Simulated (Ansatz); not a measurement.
# SiNH3F− (SMILES N[SiH-]F) at CCSDTQ/STO-3G

What is the energy change on altering one bond length of SiNH3F− at CCSDTQ/STO-3G? 

Program for the calculation: Ansatz 0.2.0.

2 further runs of the same task are left out: 2 that didn't finish.

### Step 1. Starting point

SiNH3F−: 6 atoms, total charge -1, spin state singlet. SMILES: `N[SiH-]F`. The shape is that of a GFN2-xTB optimisation. This is one conformer, not always the lowest.

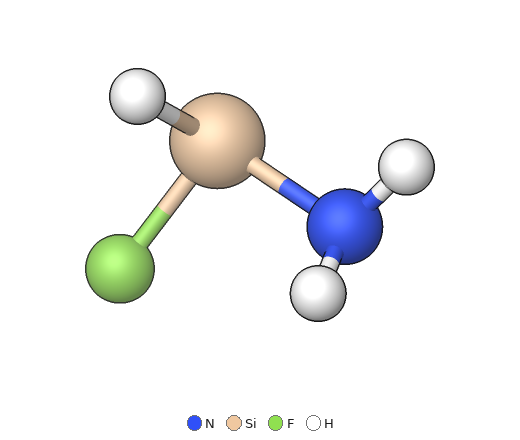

Viewed from a chosen angle; nitrogen blue, silicon light orange, fluorine green, hydrogen white.

### Step 2. A single-point energy at CCSDTQ/STO-3G

input.yaml reads:

```yaml
crystal:
  periodic: [false, false, false]
  atoms:
    - symbol: N
      position_ang: [-0.706270, 0.064100, -0.656360]
    - symbol: Si
      position_ang: [-0.018400, -0.572650, 0.864030]
    - symbol: F
      position_ang: [1.343770, -1.362790, 0.175370]
    - symbol: H
      position_ang: [-1.421390, 0.759670, -0.473570]
    - symbol: H
      position_ang: [-0.032070, 0.487510, -1.296370]
    - symbol: H
      position_ang: [0.834370, 0.624160, 1.386900]
basis:
  gaussian: {orbitals: STO-3G}
total_charge: -1
correlation: {method: ccsdtq, frozen_orbitals: {F: 1, H: 0, "N": 1, Si: 5}}
accuracy: high
scf: {omitted_lower_state_checks: [cluster_reference, increment]}
```

Started as:

```sh
$ ansatz run input.yaml --threads 1 --pin off --max-ram 2610MiB --events-out events.jsonl --progress --plain --runs-dir runs
```

Log, cut to the lines that bear on the results:

```text
Warning: RAYON_NUM_THREADS=1 ignored (pool sized by the plan → 1); use --threads N
Functional definition: HF
  name "HF"
[...]
409 factors; integrals over basis functions are off by at most 1.1e-8 eV
[...]
mean field -11944.17888274 eV, -438.9404778855 hartree, gradient 1.4e-8 eV, S^2 0.000000; 0 other end points of the search recorded, 0 dependent functions left out
7 core orbitals not correlated: weight in the atoms' cores, before any rotation towards them, 1.000 or more for the frozen orbitals, at most 0.000 for the correlated occupied ones
reference -11944.17888274 eV, -438.9404778855 hartree; 10, 10 occupied and 5, 5 virtual orbitals, 409 factors
second order -2.27774885 eV of doubles, -0.00000000 eV of singles
cycle   1  -2.75223956 eV  change   -4.7e-1 eV  update   6.6e-2
[...]
cycle  26  -3.07632064 eV  change   1.9e-10 eV  update   2.0e-9
Total energy: -11947.25520338 eV, -439.0535305836 hartree
Checks for a lower state left out: cluster_reference, increment
```

It took 15 s on 1 thread of Arm Neoverse V1, shared host; peak memory 0.19 GiB.

### Step 3. The distorted shape

in.yaml reads:

```yaml
crystal:
  periodic: [false, false, false]
  atoms:
    - {symbol: N, position_ang: [-0.527466, -0.109816, -0.702064]}
    - {symbol: Si, position_ang: [0.160404, -0.746566, 0.818326]}
    - {symbol: F, position_ang: [1.522574, -1.536706, 0.129666]}
    - {symbol: H, position_ang: [-1.421390, 0.759670, -0.473570]}
    - {symbol: H, position_ang: [0.146734, 0.313594, -1.342074]}
    - {symbol: H, position_ang: [1.013174, 0.450244, 1.341196]}
basis:
  gaussian:
    orbitals: STO-3G
total_charge: -1
correlation:
  method: ccsdtq
  frozen_orbitals: {F: 1, H: 0, "N": 1, Si: 5}
accuracy: high
scf:
  omitted_lower_state_checks: [cluster_reference, increment]
```

Started as:

```sh
$ ansatz run in.yaml --threads 1 --pin off --max-ram 2610MiB --events-out events.jsonl --progress --plain --runs-dir runs
```

Log, cut to the lines that bear on the results:

```text
Warning: RAYON_NUM_THREADS=1 ignored (pool sized by the plan → 1); use --threads N
[... 2 set-up lines as earlier in the session ...]
[...]
408 factors; integrals over basis functions are off by at most 4.1e-8 eV
[...]
mean field -11943.15152524 eV, -438.9027231939 hartree, gradient 3.0e-8 eV, S^2 0.000000; 0 other end points of the search recorded, 0 dependent functions left out
7 core orbitals not correlated: weight in the atoms' cores, before any rotation towards them, 1.000 or more for the frozen orbitals, at most 0.000 for the correlated occupied ones
reference -11943.15152524 eV, -438.9027231939 hartree; 10, 10 occupied and 5, 5 virtual orbitals, 408 factors
second order -2.56129785 eV of doubles, -0.00000000 eV of singles
cycle   1  -3.10995730 eV  change   -5.5e-1 eV  update   7.4e-2
[...]
cycle  32  -3.51079868 eV  change   4.7e-11 eV  update   1.5e-9
Total energy: -11946.66232393 eV, -439.0317426658 hartree
Checks for a lower state left out: cluster_reference, increment
```

It took 18 s on 1 thread of Arm Neoverse V1, shared host; peak memory 0.19 GiB.

### Step 4. Results

At CCSDTQ/STO-3G, 7 core orbitals frozen:

```
                                                         quantity          value
                                        first shape: total energy  -439.05353 Eh
         first shape: correlation energy (7 core orbitals frozen)     -113.1 mEh
                                       first shape: T1 diagnostic          0.009
                                    distorted shape: total energy  -439.03174 Eh
     distorted shape: correlation energy (7 core orbitals frozen)     -129.0 mEh
                                   distorted shape: T1 diagnostic          0.009
energy change with the N1–H4 bond stretched from 1.014 to 1.268 Å       0.593 eV
```

**Reading.** With the N1–H4 bond stretched from 1.014 to 1.268 Å the energy rises by 0.59 eV (57.2 kJ/mol). The first shape isn't relaxed at this level, so the change isn't measured from a minimum. The minimal basis adds a large error of its own.
